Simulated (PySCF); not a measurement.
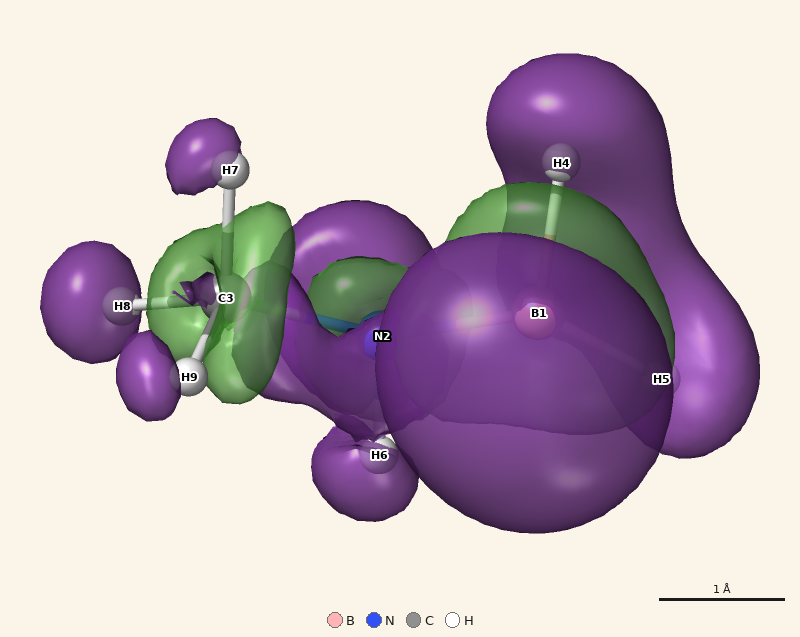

CH6BN, charge −1, doublet, SMILES `[BH2-]NC`. Fukui function f⁻ = ρ(N) − ρ(N−1) at fixed geometry, surfaces at ±0.015 e/Å³ (purple positive, green negative).

PySCF calculation, B3LYP/6-311+G**, gas phase; geometry: GFN2-xTB. The highest occupied Kohn–Sham orbital has positive energy, a self-interaction fault of such functionals for anions. No frequency check shows the geometry to be a minimum. GFN2-xTB doesn't know the spin state, so this open-shell geometry is rough.

Q: On which atoms does the density change most on removal of an electron?

A: f⁻ (Hirshfeld-condensed) is largest on B1 (0.45); the vertical detachment energy is 0.08 eV (to the singlet neutral species, which needn't be its lowest state). Condensed values hint at sites of electrophilic attack but needn't mark the atom that reacts. Orbital relaxation makes it negative in places (0.16 e in all).

| atom | f⁻ | charge |
| --- | --- | --- |
| B1 | +0.45 | −0.30 |
| N2 | +0.09 | −0.27 |
| C3 | +0.06 | −0.12 |
| H4 | +0.10 | −0.16 |
| H5 | +0.10 | −0.17 |
| H6 | +0.05 | +0.06 |
| H7 | +0.03 | +0.01 |
| H8 | +0.05 | −0.01 |
| H9 | +0.08 | −0.05 |

Cost of the run: 35 s on 1 thread of Arm Neoverse N1, on a shared host, peak memory 0.43 GiB.
